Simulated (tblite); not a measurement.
**C2F2NO4S2 (charge −1): geometry relaxation**

- system: C2F2NO4S2, charge −1, SMILES N#C[C-](S(=O)(=O)F)S(=O)(=O)F
- method: GFN2-xTB geometry optimisation, gas phase (tblite 0.8.0)

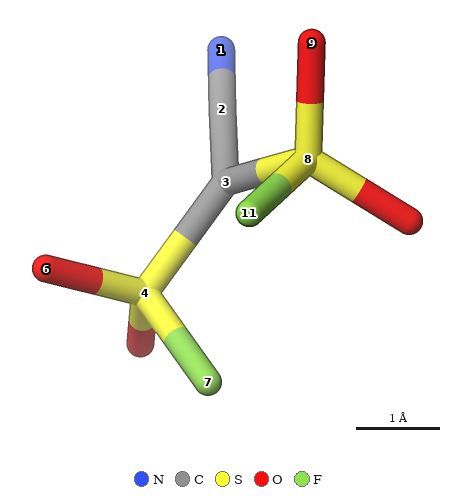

*The input geometry (stick view, seen at a tilt; atoms are numbered from 1 in the order of the input).*

Bond lengths as drawn: C–C 1.40 Å, C–N 1.15 Å, C–S 1.67 Å, F–S 1.60 Å and O–S 1.45 Å.

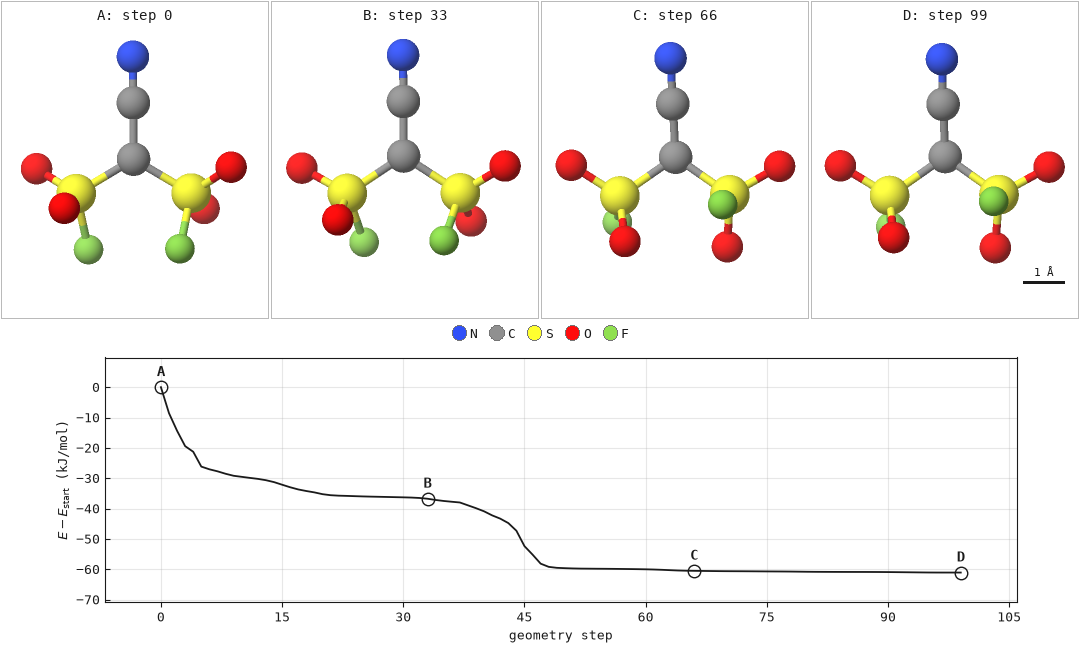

*Frames of the relaxation (ball-and-stick view, seen at a tilt) above the curves, on which the letters mark them (steps are counted from 0).*

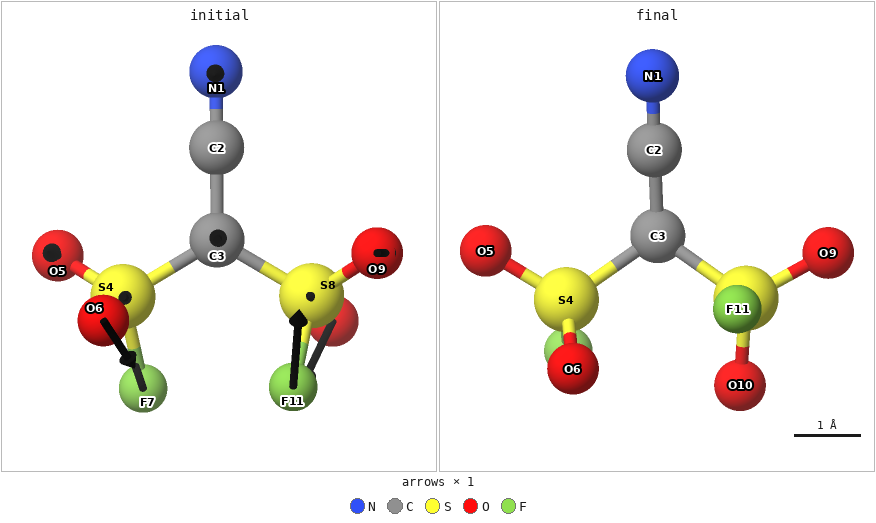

*Before (left) and after (right) the relaxation, at one scale (ball-and-stick view, seen at a tilt). The black arrows give the displacements, at true length.*

F11 moves most after the best rigid fit: 1.55 Å. By element the largest moves are F 1.55 Å, O 1.43 Å, N 0.37 Å, C 0.36 Å, S 0.24 Å. Among the contacts that change: S8–F11 1.599 → 1.673 Å, S4–F7 1.598 → 1.663 Å, C3–S4 1.665 → 1.702 Å, C2–C3 1.400 → 1.370 Å. Among the angles that change: S4–C3–S8 118.5° → 107.2°, C3–S4–F7 105.8° → 99.0°, C3–S4–O6 109.4° → 115.8°. Over 99 geometry steps the energy falls by 61.1 kJ/mol. Largest force component: 2.2 eV/Å at the start, 0.004 eV/Å at the end. (Atoms are counted from 1 in the order of the input.)

These pictures come from the run below.

## The input
```
{"job": {"kind": "relax", "xc": "GFN2-xTB", "basis": "xTB"}, "charge": -1, "multiplicity": 1}
N     -0.843600     2.847400     0.519800
C     -0.530200     1.760800     0.310400
C     -0.124000     0.440500     0.083000
S      1.274800     0.111300    -0.758900
O      2.324100     1.024200    -0.361300
O      0.955500    -0.125900    -2.148100
F      1.781600    -1.305700    -0.221800
S     -1.049700    -0.837700     0.615800
O     -2.461700    -0.559300     0.452600
O     -0.537200    -1.310300     1.883600
F     -0.784100    -2.042800    -0.401100
```

The first line tells a small driver script what to run in tblite; the rest is the geometry in Å.

Launch command:
```bash
OMP_NUM_THREADS=1 python <driver script> task.json out
```

## The program's output
```
step      E/eV     max force
  0   -1079.82589    2.291
  1   -1079.91464    4.235
  2   -1079.97488    2.514
  3   -1080.02732    0.527
  4   -1080.04654    0.391
  5   -1080.09719    0.708
  6   -1080.10640    0.385
  7   -1080.11326    0.240
  8   -1080.12161    0.469
  9   -1080.12853    0.320
 10   -1080.13213    0.188
 11   -1080.13572    0.212
 12   -1080.13909    0.338
 13   -1080.14364    0.335
 14   -1080.15015    0.268
 15   -1080.15903    0.338
 16   -1080.16774    0.342
 17   -1080.17521    0.190
 18   -1080.18058    0.202
 19   -1080.18529    0.220
 20   -1080.19134    0.209
 21   -1080.19486    0.142
 22   -1080.19644    0.100
 23   -1080.19723    0.090
 24   -1080.19817    0.122
 25   -1080.19904    0.114
 26   -1080.19973    0.076
 27   -1080.20031    0.083
 28   -1080.20091    0.080
 29   -1080.20155    0.072
 30   -1080.20216    0.078
 31   -1080.20294    0.088
 32   -1080.20432    0.115
 33   -1080.20695    0.181
 34   -1080.21116    0.297
 35   -1080.21456    0.387
 36   -1080.21723    0.254
 37   -1080.21972    0.723
 38   -1080.22947    0.315
 39   -1080.23922    0.332
 40   -1080.24995    0.905
 41   -1080.26379    0.373
 42   -1080.27492    0.389
 43   -1080.29006    0.943
 44   -1080.31623    0.667
 45   -1080.36891    0.571
 46   -1080.39777    0.992
 47   -1080.42863    0.994
 48   -1080.43957    0.334
 49   -1080.44289    0.207
 50   -1080.44410    0.145
 51   -1080.44500    0.088
 52   -1080.44556    0.056
 53   -1080.44577    0.048
 54   -1080.44601    0.043
 55   -1080.44619    0.043
 56   -1080.44645    0.039
 57   -1080.44675    0.043
 58   -1080.44709    0.048
 59   -1080.44747    0.054
 60   -1080.44796    0.067
 61   -1080.44867    0.093
 62   -1080.44965    0.099
 63   -1080.45087    0.096
 64   -1080.45202    0.074
 65   -1080.45275    0.072
 66   -1080.45317    0.052
 67   -1080.45350    0.057
 68   -1080.45383    0.060
 69   -1080.45415    0.036
 70   -1080.45437    0.073
 71   -1080.45450    0.037
 72   -1080.45460    0.035
 73   -1080.45477    0.036
 74   -1080.45496    0.034
 75   -1080.45516    0.033
 76   -1080.45531    0.034
 77   -1080.45546    0.036
 78   -1080.45568    0.037
 79   -1080.45600    0.042
 80   -1080.45633    0.046
 81   -1080.45655    0.043
 82   -1080.45668    0.035
 83   -1080.45679    0.033
 84   -1080.45688    0.027
 85   -1080.45694    0.019
 86   -1080.45698    0.016
 87   -1080.45701    0.019
 88   -1080.45707    0.036
 89   -1080.45719    0.052
 90   -1080.45739    0.075
 91   -1080.45766    0.070
 92   -1080.45795    0.056
 93   -1080.45826    0.056
 94   -1080.45857    0.054
 95   -1080.45885    0.052
 96   -1080.45898    0.020
 97   -1080.45902    0.042
 98   -1080.45904    0.014
 99   -1080.45905    0.005
```

## Trajectory as extended XYZ (Å, eV, eV/Å), 9 of the 100 frames kept, from step=0 to step=99
```
11
Properties=species:S:1:pos:R:3:forces:R:3 step=0 energy=-1079.82589
N    -0.8436    2.8474    0.5198   -0.1750   0.4840   0.0520
C    -0.5302    1.7608    0.3104    0.7120  -2.1530  -0.3230
C    -0.1240    0.4405    0.0830   -0.6650   1.9820   0.3580
S     1.2748    0.1113   -0.7589   -0.0620   1.4800  -0.7650
O     2.3241    1.0242   -0.3613   -0.4310  -0.6360  -0.9030
O     0.9555   -0.1259   -2.1481    0.8790   0.1670   0.6520
F     1.7816   -1.3057   -0.2218    0.1350  -0.9440   0.4680
S    -1.0497   -0.8377    0.6158   -0.8600   0.8310   1.4300
O    -2.4617   -0.5593    0.4526    0.8870  -0.4820   0.5580
O    -0.5372   -1.3103    1.8836   -0.7890  -0.0950  -0.7730
F    -0.7841   -2.0428   -0.4011    0.3680  -0.6330  -0.7530
11
Properties=species:S:1:pos:R:3:forces:R:3 step=12 energy=-1080.13909
N    -0.8478    2.8445    0.5136    0.0160  -0.0690  -0.0130
C    -0.5223    1.7508    0.3170   -0.0910   0.3200   0.0570
C    -0.1375    0.4739    0.0897   -0.0050  -0.0430   0.0110
S     1.2636    0.1438   -0.7923   -0.0840  -0.1300   0.0030
O     2.3465    1.0182   -0.4757    0.0250   0.1030  -0.0410
O     1.0610   -0.1587   -2.1731   -0.0280  -0.0350   0.0860
F     1.7012   -1.2920   -0.1132    0.0480  -0.1080   0.1130
S    -1.0598   -0.8187    0.6651    0.0830  -0.0430  -0.0710
O    -2.4669   -0.6064    0.5486   -0.0540   0.0710   0.0430
O    -0.6010   -1.4036    1.8832    0.0850  -0.0060  -0.0520
F    -0.7317   -1.9492   -0.4888    0.0070  -0.0600  -0.1350
11
Properties=species:S:1:pos:R:3:forces:R:3 step=25 energy=-1080.19904
N    -0.8733    2.9044    0.5212    0.0010   0.0360  -0.0030
C    -0.5405    1.8137    0.3270   -0.0020  -0.1140  -0.0060
C    -0.1522    0.5310    0.1105    0.0480   0.0200  -0.0150
S     1.2433    0.1083   -0.7456    0.0600   0.0080  -0.0230
O     2.3263    1.0227   -0.5608   -0.0170   0.0600   0.0230
O     1.0287   -0.3561   -2.0760   -0.0300  -0.0030  -0.0260
F     1.7017   -1.2394    0.0901    0.0370  -0.0170   0.0360
S    -1.0296   -0.8228    0.6149   -0.0280   0.0340  -0.0070
O    -2.4431   -0.6080    0.6255    0.0020   0.0030   0.0320
O    -0.4778   -1.5146    1.7326   -0.0270  -0.0130  -0.0080
F    -0.7781   -1.8366   -0.6653   -0.0440  -0.0160  -0.0030
11
Properties=species:S:1:pos:R:3:forces:R:3 step=37 energy=-1080.21972
N    -0.8850    2.8438    0.4542    0.1200  -0.2870  -0.0720
C    -0.5279    1.7525    0.3007   -0.2190   0.3640   0.0670
C    -0.1017    0.4700    0.1705    0.1160  -0.0810  -0.0420
S     1.3141    0.1195   -0.6854   -0.0090  -0.4260  -0.1270
O     2.2360    1.2173   -0.7194   -0.2410  -0.2610  -0.0420
O     1.1289   -0.6468   -1.8813    0.0950   0.3460   0.3300
F     2.0256   -0.9863    0.3410   -0.0220   0.1950  -0.0310
S    -1.0882   -0.8446    0.5708    0.3940  -0.3040  -0.0540
O    -2.4286   -0.4258    0.8598    0.2920  -0.2740   0.0570
O    -0.4486   -1.7977    1.4329   -0.4680   0.4450  -0.3250
F    -1.2192   -1.6993   -0.8698   -0.0580   0.2840   0.2390
11
Properties=species:S:1:pos:R:3:forces:R:3 step=50 energy=-1080.44410
N    -0.9301    2.8483    0.3709   -0.0090   0.0220  -0.0090
C    -0.5476    1.7617    0.2845    0.0230  -0.0190  -0.0320
C    -0.0798    0.4835    0.2426    0.0320   0.0100   0.0550
S     1.3399    0.0277   -0.5459   -0.0680  -0.1070  -0.0300
O     2.1215    1.1277   -1.0120    0.0580   0.1050  -0.0410
O     1.1975   -1.1015   -1.3980    0.0070   0.0190   0.0550
F     2.2329   -0.5315    0.7460   -0.0100  -0.0280  -0.0020
S    -1.0718   -0.8628    0.4367    0.0920  -0.0330   0.0510
O    -2.2632   -0.5700    1.1673   -0.1410   0.0030   0.0330
O    -0.3536   -2.0370    0.7907    0.0170   0.0320  -0.0720
F    -1.6402   -1.1435   -1.1088    0.0000  -0.0060  -0.0070
11
Properties=species:S:1:pos:R:3:forces:R:3 step=62 energy=-1080.44965
N    -0.9276    2.8443    0.3027    0.0090  -0.0460  -0.0120
C    -0.5400    1.7563    0.2713   -0.0130   0.0200  -0.0230
C    -0.0590    0.4800    0.3225   -0.0040  -0.0070  -0.0040
S     1.3335    0.0245   -0.5289   -0.0570  -0.0310  -0.0520
O     2.0846    1.1396   -1.0132    0.0810   0.0430   0.0380
O     1.1914   -1.0992   -1.3869   -0.0630   0.0090   0.0160
F     2.2621   -0.5468    0.7316    0.0120   0.0370  -0.0010
S    -1.0750   -0.8606    0.4486    0.0520  -0.0530  -0.0150
O    -2.2746   -0.6015    1.1816   -0.0280   0.0180   0.0050
O    -0.3507   -2.0428    0.7568   -0.0130  -0.0370   0.0130
F    -1.6393   -1.0911   -1.1121    0.0260   0.0470   0.0360
11
Properties=species:S:1:pos:R:3:forces:R:3 step=74 energy=-1080.45496
N    -0.9350    2.8189    0.2178   -0.0330   0.0080  -0.0020
C    -0.5422    1.7340    0.2553    0.0020   0.0000  -0.0010
C    -0.0337    0.4719    0.3982   -0.0190  -0.0060  -0.0060
S     1.3265    0.0371   -0.5203    0.0020  -0.0240   0.0050
O     2.0808    1.1575   -0.9888    0.0160  -0.0070  -0.0030
O     1.1472   -1.0661   -1.3980    0.0060   0.0140  -0.0060
F     2.2850   -0.5687    0.7008    0.0180  -0.0150   0.0050
S    -1.0667   -0.8669    0.4674   -0.0050   0.0060  -0.0070
O    -2.2721   -0.6093    1.1933    0.0050   0.0040  -0.0020
O    -0.3707   -2.0718    0.7539    0.0130   0.0040  -0.0020
F    -1.6137   -1.0339   -1.1056   -0.0050   0.0170   0.0180
11
Properties=species:S:1:pos:R:3:forces:R:3 step=87 energy=-1080.45701
N    -0.9983    2.7945    0.1923    0.0120  -0.0080  -0.0120
C    -0.5580    1.7282    0.2413    0.0040   0.0040   0.0040
C    -0.0177    0.4811    0.4088    0.0000   0.0010  -0.0070
S     1.3373    0.0333   -0.5160   -0.0050   0.0070   0.0050
O     2.1159    1.1454   -0.9653   -0.0010   0.0030   0.0060
O     1.1382   -1.0499   -1.4140    0.0000   0.0040  -0.0100
F     2.2832   -0.6120    0.6944   -0.0120  -0.0010   0.0070
S    -1.0569   -0.8549    0.4733    0.0020   0.0000   0.0040
O    -2.2536   -0.5991    1.2134   -0.0040   0.0000   0.0080
O    -0.3646   -2.0662    0.7411    0.0120  -0.0050  -0.0070
F    -1.6201   -0.9976   -1.0954   -0.0070  -0.0050   0.0020
11
Properties=species:S:1:pos:R:3:forces:R:3 step=99 energy=-1080.45905
N    -1.0100    2.7929    0.1146    0.0010  -0.0030   0.0010
C    -0.5680    1.7300    0.2045    0.0010   0.0000  -0.0010
C    -0.0205    0.4920    0.4137   -0.0010   0.0020   0.0000
S     1.3391    0.0411   -0.5057   -0.0020  -0.0010  -0.0010
O     2.1594    1.1490   -0.8863    0.0000   0.0000   0.0010
O     1.1255   -0.9886   -1.4621    0.0000   0.0000  -0.0030
F     2.2336   -0.6863    0.6932    0.0020   0.0020   0.0030
S    -1.0452   -0.8555    0.4868   -0.0010  -0.0010   0.0010
O    -2.2205   -0.6260    1.2689    0.0000   0.0010   0.0010
O    -0.3293   -2.0620    0.7111   -0.0020   0.0020  -0.0040
F    -1.6587   -0.9840   -1.0648    0.0030  -0.0010   0.0020
```

## Results in brief

| quantity | value |
| --- | --- |
| outcome | converged |
| total energy | −1080.4590 eV |
| hardware | 1 CPU thread, shared host |
| peak memory | 0.18 GiB |
